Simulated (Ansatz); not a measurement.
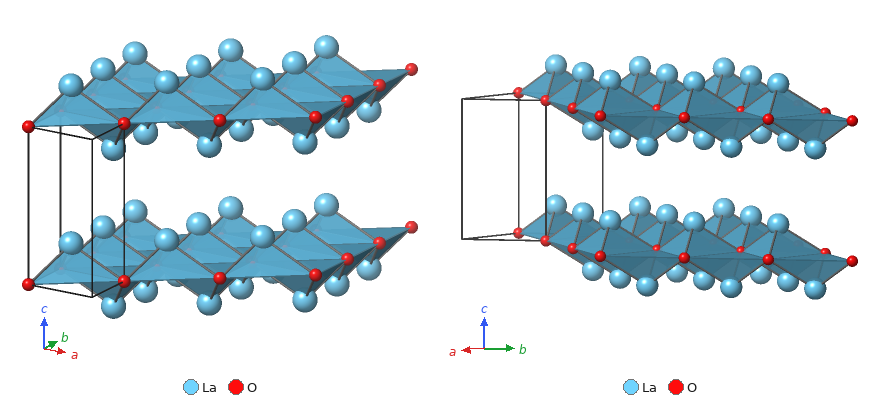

Polyhedra are drawn about La (bonds: La–O below 2.9 Å); other atoms are plain spheres. Two views of the same piece.

The compound is La2O (space group P-3m1, No. 164), taken as the geometry relaxed with DFT PBE, scalar-relativistic, plane waves, PAW (Ansatz); the starting structure was generated, so it need not be a known form of this composition.

Q: What figure surrounds each La atom, and what does it share with the other drawn polyhedra?

A: La: LaO3 trigonal pyramid, sharing corners with nine neighbours and edges with three neighbours.

Q: What is the connectivity of the polyhedra: isolated, groups, chains, layers or framework?

A: They form layers of corner- and edge-sharing trigonal pyramids parallel to (001).

Q: How far apart are the centres of linked polyhedra?

A: Centre to centre across a shared corner: 3.80 to 5.16 Å; across a shared edge: 3.50 Å.
